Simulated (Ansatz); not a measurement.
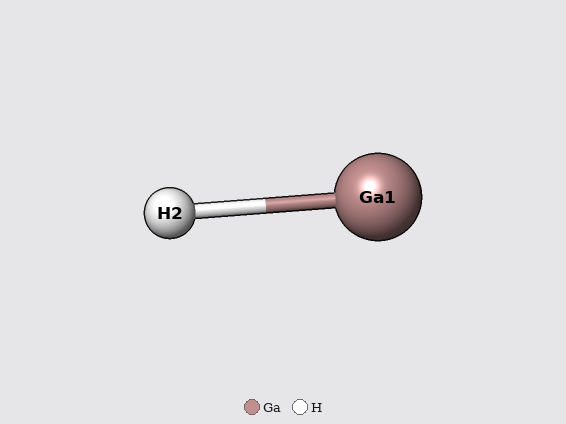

Harmonic vibrations computed with RKS PBE0-D4/def2-TZVP (Ansatz 0.2.0) at a stationary point of the same level.

Is this a minimum or a saddle point?

Answer. A minimum: no imaginary frequency, and the lowest mode lies at 1600 cm⁻¹.

List the wavenumbers.

Answer. 1 modes: 1600 cm⁻¹.
